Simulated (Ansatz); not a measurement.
**doublet NOF+: levels of theory compared**

Wanted: a comparison of 6 runs (UHF/def2-TZVPP, U-r2SCAN0/def2-TZVPP, UB3LYP/def2-TZVPP, UPBE/def2-TZVPP, RPA@PBE0/def2-TZVPP, UCCSD(T)/def2-TZVPP) of doublet NOF+. 

The results are computed with Ansatz 0.2.0.

59 further runs of the same task are left out: 59 set aside as unsound or not needed.

### 1 Starting point

NOF+: 3 atoms, total charge +1, spin state doublet. As SMILES of the parent species, `O=NF`. The shape is that of a PBE0-D4/def2-TZVP optimisation. That shape belongs to the parent species and isn't relaxed for this state.

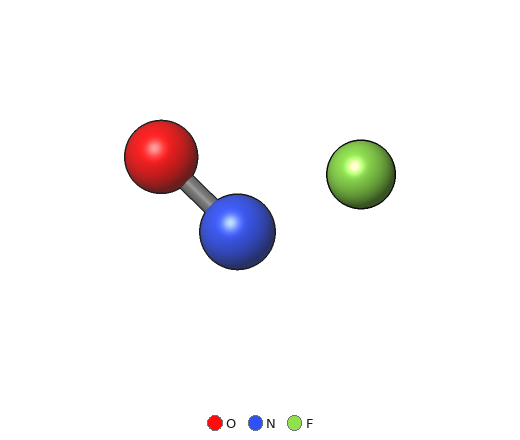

Viewed from a chosen angle; oxygen red, nitrogen blue, fluorine green.

### 2 A single-point energy at UHF/def2-TZVPP (run 1)

Contents of job.yaml:

```yaml
crystal:
  periodic: [false, false, false]
  atoms:
    - {symbol: O, position_ang: [0.868350, 0.242970, 0.504740]}
    - {symbol: "N", position_ang: [0.148930, -0.482540, 0.029910]}
    - {symbol: F, position_ang: [-1.017290, 0.239580, -0.534650]}
basis:
  gaussian: {orbitals: def2-TZVPP}
total_charge: 1
magnetization: {spin_polarized: true, initial_magnetization: 1}
hamiltonian: {xc: hf}
accuracy: high
output: {orbitals: {seedname: orbitals}}
```

The run is started by

```sh
$ ansatz run job.yaml --threads 1 --pin off --max-ram 3480MiB --events-out events.jsonl --progress --plain --runs-dir runs
```

What it wrote:

```text
Warning: RAYON_NUM_THREADS=1 ignored (pool sized by the plan → 1); use --threads N
Functional definition: HF
  name "HF"
  exchange = exact_x
  correlation = 0
1512 factors; integrals over basis functions are off by at most 3.4e-9 eV
mean field evaluation 1: about -6205.4190 eV, gradient 3.9e1 eV
mean field evaluation 2: about -6205.4242 eV, gradient 3.9e1 eV
mean field evaluation 4: about -6211.3264 eV, gradient 5.5e0 eV
mean field evaluation 8: about -6212.0434 eV, gradient 8.9e-1 eV
mean field evaluation 16: about -6212.1611 eV, gradient 5.7e-2 eV
mean field evaluation 32: about -6212.1312 eV, gradient 5.0e-1 eV
mean field evaluation 64: about -6211.0504 eV, gradient 1.2e-1 eV
mean field evaluation 96: about -6210.9724 eV, gradient 2.1e-1 eV
mean field -6212.16121030 eV, -228.2927137246 hartree, gradient 2.5e-8 eV, S^2 1.021134; 0 other end points of the search recorded, 0 dependent functions left out
reference -6212.16121030 eV, -228.2927137246 hartree; 12, 11 occupied and 81, 82 virtual orbitals, 1512 factors
Total energy: -6212.16121030 eV, -228.2927137246 hartree
```

Wall time 4.2 s (1 thread of Arm Neoverse V2, shared host); peak memory 0.21 GiB.

### 3 The energy at U-r2SCAN0/def2-TZVPP (run 2)

Contents of molecule.yaml:

```yaml
crystal:
  periodic: [false, false, false]
  atoms:
    - symbol: O
      position_ang: [0.868350, 0.242970, 0.504740]
    - symbol: N
      position_ang: [0.148930, -0.482540, 0.029910]
    - symbol: F
      position_ang: [-1.017290, 0.239580, -0.534650]
basis:
  gaussian:
    orbitals: def2-TZVPP
magnetization:
  spin_polarized: true
  initial_magnetization: 1
accuracy: high
output: {orbitals: {seedname: orbitals}}
total_charge: 1
hamiltonian:
  xc: {name: r2SCAN0}
```

The run is started by

```sh
$ ansatz run molecule.yaml --threads 1 --pin off --max-ram 3480MiB --events-out events.jsonl --progress --plain --runs-dir runs
```

What it wrote:

```text
Warning: RAYON_NUM_THREADS=1 ignored (pool sized by the plan → 1); use --threads N
Functional definition: r2SCAN0
  name "r2SCAN0"
  parameter a = 0.25
  parameter k0 = 0.174
  parameter k1 = 0.065
  parameter a1 = 4.9479
  exchange = (1 - a)*r2scan_x(k0 = k0, k1 = k1, a1 = a1) + a*exact_x
  correlation = r2scan_c
1512 factors; integrals over basis functions are off by at most 3.4e-9 eV
mean field evaluation 1: about -6231.2312 eV, gradient 4.2e1 eV
mean field evaluation 2: about -6203.9649 eV, gradient 1.0e2 eV
mean field evaluation 4: about -6235.6239 eV, gradient 1.6e1 eV
mean field evaluation 8: about -6236.5522 eV, gradient 4.6e-1 eV
mean field evaluation 16: about -6236.5559 eV, gradient 4.2e-3 eV
mean field evaluation 32: about -6236.5559 eV, gradient 9.4e-7 eV
mean field -6236.55588597 eV, -229.1892015202 hartree, gradient 8.0e-8 eV, S^2 0.783190; 3 other end points of the search recorded, 0 dependent functions left out
reference -6236.55588652 eV, -229.1892015403 hartree; 12, 11 occupied and 81, 82 virtual orbitals, 1512 factors
Total energy: -6236.55588652 eV, -229.1892015403 hartree
```

Run time: 13 s. Hardware: 1 thread of Arm Neoverse V2, shared host; peak memory 0.33 GiB.

Run 3 isn't shown in full; the table further down has it.

### 4 A single-point energy at UPBE/def2-TZVPP (run 4)

Contents of job.yaml:

```yaml
crystal:
  periodic: [false, false, false]
  atoms:
    - symbol: O
      position_ang: [0.868350, 0.242970, 0.504740]
    - symbol: "N"
      position_ang: [0.148930, -0.482540, 0.029910]
    - symbol: F
      position_ang: [-1.017290, 0.239580, -0.534650]
basis:
  gaussian:
    orbitals: def2-TZVPP
total_charge: 1
magnetization:
  spin_polarized: true
  initial_magnetization: 1
hamiltonian:
  xc: pbe
accuracy: high
output:
  orbitals: {seedname: orbitals}
```

The run is started by

```sh
$ ansatz run job.yaml --threads 1 --pin off --max-ram 3480MiB --events-out events.jsonl --progress --plain --runs-dir runs
```

What it wrote:

```text
Warning: RAYON_NUM_THREADS=1 ignored (pool sized by the plan → 1); use --threads N
Functional definition: PBE
  name "PBE"
  parameter kappa = 0.804
  parameter beta = 0.06672455060314922
  exchange = pbe_x(kappa = kappa, mu = beta*pi^2/3)
  correlation = pbe_c(beta = beta)
1512 factors; integrals over basis functions are off by at most 3.4e-9 eV
mean field evaluation 1: about -6229.2582 eV, gradient 4.7e1 eV
mean field evaluation 2: about -6122.4262 eV, gradient 1.6e2 eV
mean field evaluation 4: about -6230.5216 eV, gradient 3.7e1 eV
mean field evaluation 8: about -6235.0962 eV, gradient 4.2e-1 eV
mean field evaluation 16: about -6235.0970 eV, gradient 1.6e-4 eV
mean field evaluation 32: about -6234.9753 eV, gradient 2.9e0 eV
mean field evaluation 64: about -6233.5275 eV, gradient 5.1e0 eV
mean field -6235.09695554 eV, -229.1355868155 hartree, gradient 4.9e-8 eV, S^2 0.754890; 4 other end points of the search recorded, 0 dependent functions left out
reference -6235.09695707 eV, -229.1355868718 hartree; 12, 11 occupied and 81, 82 virtual orbitals, 1512 factors
Total energy: -6235.09695707 eV, -229.1355868718 hartree
```

It took 9.3 s on 1 thread of Arm Neoverse V2, shared host; peak memory 0.21 GiB.

Run 5 isn't shown in full; the table further down has it.

### 5 A single-point energy at UCCSD(T)/def2-TZVPP (run 6)

Contents of job.yaml:

```yaml
crystal:
  periodic: [false, false, false]
  atoms:
    - symbol: O
      position_ang: [0.868350, 0.242970, 0.504740]
    - symbol: N
      position_ang: [0.148930, -0.482540, 0.029910]
    - symbol: F
      position_ang: [-1.017290, 0.239580, -0.534650]
basis:
  gaussian: {orbitals: def2-TZVPP}
total_charge: 1
magnetization: {spin_polarized: true, initial_magnetization: 1}
correlation: {method: ccsd_t, frozen_orbitals: {F: 1, "N": 1, O: 1}}
accuracy: high
scf: {omitted_lower_state_checks: [cluster_reference, increment]}
```

The run is started by

```sh
$ ansatz run job.yaml --threads 1 --pin off --max-ram 3480MiB --events-out events.jsonl --progress --plain --runs-dir runs
```

What it wrote, cut to the lines that bear on the results:

```text
Warning: RAYON_NUM_THREADS=1 ignored (pool sized by the plan → 1); use --threads N
Functional definition: HF
  name "HF"
[...]
1512 factors; integrals over basis functions are off by at most 3.4e-9 eV
[...]
mean field -6212.16121030 eV, -228.2927137246 hartree, gradient 2.5e-8 eV, S^2 1.021134; 7 other end points of the search recorded, 0 dependent functions left out
3 core orbitals not correlated: weight in the atoms' cores, before any rotation towards them, 1.000 or more for the frozen orbitals, at most 0.000 for the correlated occupied ones
reference -6212.16121030 eV, -228.2927137246 hartree; 9, 8 occupied and 81, 82 virtual orbitals, 1512 factors
second order -16.51590195 eV of doubles, -0.00000000 eV of singles
cycle   1  -16.28246271 eV  change    2.3e-1 eV  update   1.4e-1
[...]
cycle  34  -17.50380014 eV  change    1.3e-9 eV  update  3.5e-10
perturbative correction -0.81336495 eV, -0.0298906105 hartree
Total energy: -6230.47837539 eV, -228.9658571257 hartree
Checks for a lower state left out: cluster_reference, increment
```

Run time: 34 s. Hardware: 1 thread of Arm Neoverse V2, shared host; peak memory 0.87 GiB.

### 6 The series

```tsv
run	level	frozen core orbitals	energy (Eh)	HOMO energy (eV)	LUMO energy (eV)	⟨S²⟩	wall time
1	UHF/def2-TZVPP	–	-228.292714	-26.41	-9.61	1.021	4.2 s
2	U-r2SCAN0/def2-TZVPP	–	-229.189202	-21.58	-15.88	0.783	13 s
3	UB3LYP/def2-TZVPP	–	-229.334619	-20.91	-16.62	0.765	6.3 s
4	UPBE/def2-TZVPP	–	-229.135587	-19.01	-17.63	0.755	9.3 s
5	RPA@PBE0/def2-TZVPP	3	-229.164942	–	–	0.770	12 s
6	UCCSD(T)/def2-TZVPP	3	-228.965857	–	–	1.021	34 s
```

### 7 Summary of results

```
                                          quantity          value
                               run 6: total energy  -228.96586 Eh
run 6: correlation energy (3 core orbitals frozen)     -673.1 mEh
                             run 6: (T) correction     -29.89 mEh
          run 6: ⟨S²⟩ of the reference determinant          1.021
                              run 6: T1 diagnostic          0.052
```

Totals of different functionals can't be ranked against each other. Spin contamination of the reference: run 1 ⟨S²⟩ = 1.02, run 6 ⟨S²⟩ = 1.02. All runs together took 79 s, the longest 34 s.
